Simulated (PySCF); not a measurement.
## WF$_{2}$: frequency calculation

- system: WF$_{2}$
- method: UKS-based PBE0, W def2-TZVP with ECP60, F def2-TZVP; non-relativistic Hamiltonian with a scalar-relativistic core potential; density fitting (PySCF 2.14.0)

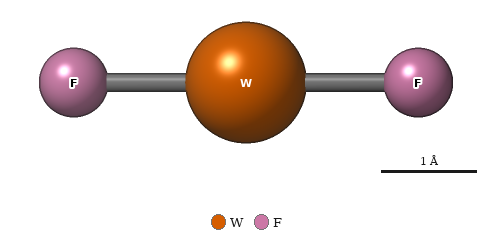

*The structure (ball-and-stick view, seen on its broad side). Sticks mark near contacts.*

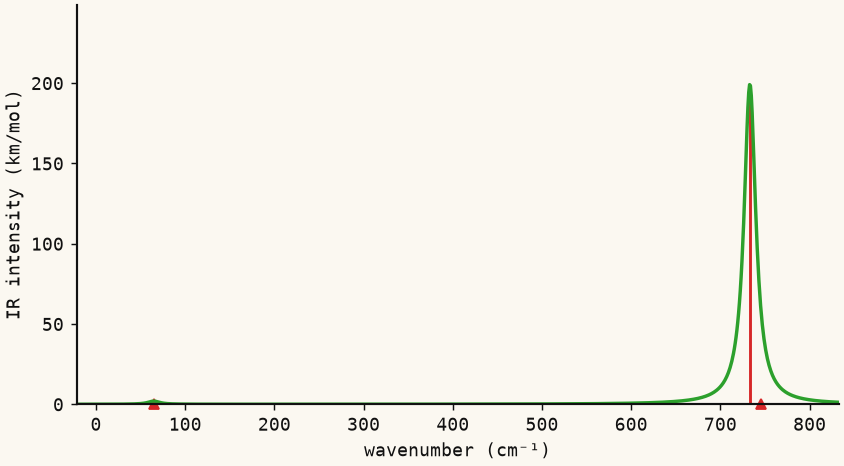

*Harmonic infrared spectrum, unscaled: sticks (degenerate modes added up, dark ones marked on the axis) with a Lorentzian envelope of 16 cm⁻¹ full width, scaled to the tallest stick.*

4 modes from 65 to 746 cm⁻¹, none imaginary. The strongest line is at 733 cm⁻¹ (199 km/mol). All modes, in cm⁻¹ (km/mol): 65 (1.0), 65 (1.0), 733 (199), 746 (0.0).

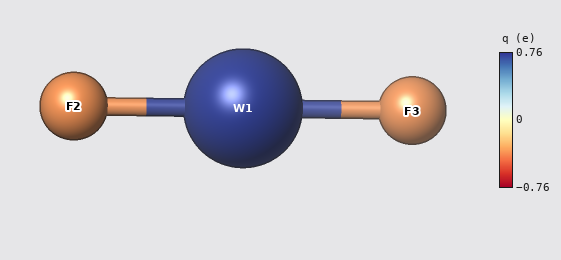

*Mulliken charges, as the colour of each atom (ball-and-stick view, seen on its broad side; atoms are numbered from 1 in the order of the input).*

By element: W +0.72 and F −0.36 e.

These pictures come from the run below.

Input file
```python
from pyscf import gto, scf, dft
mol = gto.M(atom='''
W      0.000000    -0.000000     0.000000
F      0.000000     0.000000     1.819737
F     -0.000000    -0.000000    -1.819737''',
    basis={'W': 'def2-TZVP', 'F': 'def2-TZVP'},
    ecp={'W': 'def2-TZVP'},
    charge=0, spin=0)
mf = dft.UKS(mol, xc='PBE0')
mf.grids.atom_grid = (75, 302)
aux = {'W': 'def2-universal-JKFIT', 'F': 'def2-universal-JKFIT'}
mf = mf.density_fit(auxbasis=aux)
mf.conv_tol = 1e-09
mf.diis_space = 10
mf.max_cycle = 60
mf.verbose = 4
mf.kernel()
```

The script is an equivalent of the set-up of the self-consistent field. The run itself was carried out by a driver, which started from the orbitals of the step before it where there was one and computed the further properties.

Command:
```bash
OMP_NUM_THREADS=2 python axn.py task.json out
```

Log
```
init E= -266.668409324984
  alpha nocc = 16  HOMO = -0.247378163645795  LUMO = -0.117938108522709
  beta  nocc = 16  HOMO = -0.247378399580708  LUMO = -0.117938108522709
  HOMO = -0.247378163646  LUMO = -0.117938108523  gap/eV = 3.52224
cycle= 1 E= -266.668409324986  delta_E= -2.05e-12  |g|= 5.44e-06  |ddm|= 9.01e-06
  alpha nocc = 16  HOMO = -0.247376873580418  LUMO = -0.117936152098121
  beta  nocc = 16  HOMO = -0.247377108600205  LUMO = -0.117936152098121
  HOMO = -0.24737687358  LUMO = -0.117936152098  gap/eV = 3.52226
Extra cycle  E= -266.668409324964  delta_E= 2.29e-11  |g|= 1.09e-05  |ddm|= 1.25e-05
converged SCF energy = -266.668409324964  <S^2> = 1.0008628  2S+1 = 2.2368396
```

Key numbers

```csv
quantity,value
outcome,converged
total energy,−266.668409 hartree
⟨S²⟩,1.001
HOMO,−6.73 eV
LUMO,−3.21 eV
zero-point energy,0.003664 hartree
dipole moment,0.00 D
"wavenumbers, lowest and highest",65 and 746 cm⁻¹
hardware,"2 threads of Arm Neoverse N1, 98 GiB of memory available, shared host"
wall time,35 s (CPU time 63 s)
peak memory,1.1 GiB
```

Remarks

Checks after the run noted: the SCF density has lower symmetry than the nuclear frame; spin contamination. ⟨S²⟩ is 1.00 against 0.00 for a pure state: the solution is spin-contaminated.
